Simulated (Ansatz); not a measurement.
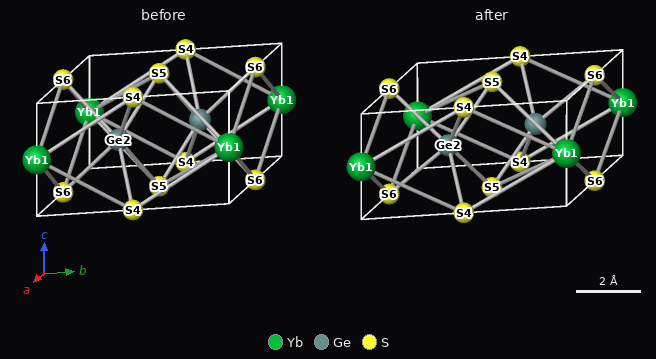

The structure of a crystal of YbGe2S3 (a generated structure, set up in P6/mmm) before (left) and after (right) a relaxation, at one scale.

A ball-and-stick model of the cell of the calculation, seen slightly off an axis.

These are results of Ansatz, DFT PBE, scalar-relativistic, plane waves, PAW, not measurements.

Input
```yaml
crystal:
  lattice:
    - [6.30574973, 0.0, 0.0]
    - [-3.15287486, 5.46093945, 0.0]
    - [0.0, 0.0, 3.69675755]
  atoms:
    - { symbol: Yb, position: [0.0, 0.0, 0.5] }
    - { symbol: Ge, position: [0.66666667, 0.33333333, 0.5] }
    - { symbol: Ge, position: [0.33333333, 0.66666667, 0.5] }
    - { symbol: S, position: [0.0, 0.5, 0.0] }
    - { symbol: S, position: [0.5, 0.5, 0.0] }
    - { symbol: S, position: [0.5, 0.0, 0.0] }
basis:
  ecutwfc: 420
kpoints:
  mp_grid: { grid: [6, 6, 10] }
hamiltonian:
  xc: pbe
scf:
  occupations: { method: gaussian, width: 0.1 }
output:
  forces: true
  stress: true
  eigenvalues: true
  write_density: true
  write_potential: true
  elf: true
  volumetric_format: npy
relax:
  adjacent_minimum: "off"
  f_tol: 0.01
  max_steps: 80
  cell: { stress_tol: 0.05 }
```

Launched with:
```bash
ansatz run input.yaml --threads 1 --pin off --max-ram 2048MiB --backend cpu --events-out ev --progress --plain --runs-dir out
```

Question: What changed between the two?

Answer: The atoms keep their places relative to the cell (all moves are under 0.005 Å). Cell: a = b 6.306 → 6.735 Å (+6.8 %), c 3.697 → 3.455 Å (−6.5 %). Volume +6.6 %. Some distances before and after: Yb1–Yb1 3.697 → 3.455 Å, Yb1–S4 3.655 → 3.785 Å, Ge2–S4 2.594 → 2.601 Å. Among the angles between lasting bonds that change: Ge2–S6–Ge2 90.9° → 83.2°, Ge2–S6–Ge3 89.1° → 96.8°, S4–Ge2–S4 90.9° → 83.2°. The space group stays P6/mmm (No. 191). The energy falls by 63.7 meV per atom in 4 accepted moves (5 points after the start). All forces vanish by symmetry, so only the cell relaxes. The pressure goes from 2.25 to 0.01 GPa. At 1 point the geometry stayed and the basis and grid were re-selected for the new cell (energy shift of 0.6 meV per atom at most each time).

Limits of the set-up: 4f states are treated without a Hubbard U.
